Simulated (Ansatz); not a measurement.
The starting structures come from a database of crystals and need not be the phases stable at ambient conditions.

 Where the default PAW files enter, the runs use the earlier of Ansatz's two default sets.

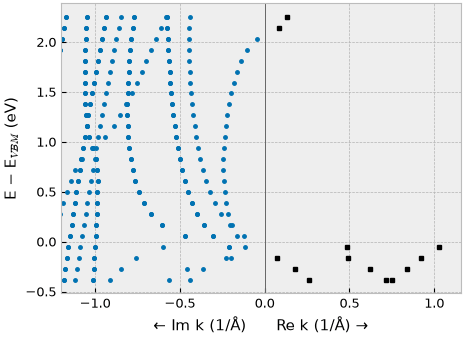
*Complex bands at the centre of the two-dimensional zone; PBEsol (Ansatz, a quantum-chemistry and plane-wave program)*

The gap is the functional's own, uncorrected, and κ follows it; spin-orbit coupling is left out. Mid-gap values are interpolated between the computed energies.

Q: This is K₂Se (Fm-3m, anti-fluorite, not sure to be the ambient phase, 3 atoms a cell, 37.6 Å³ an atom) along the normal of (110). Read off the slowest decay at the centre of the two-dimensional zone at 1.04 eV, the computed energy nearest the middle of the gap.

A: κ ≈ 0.24 1/Å, a decay length 1/(2κ) of the density of 2.1 Å.
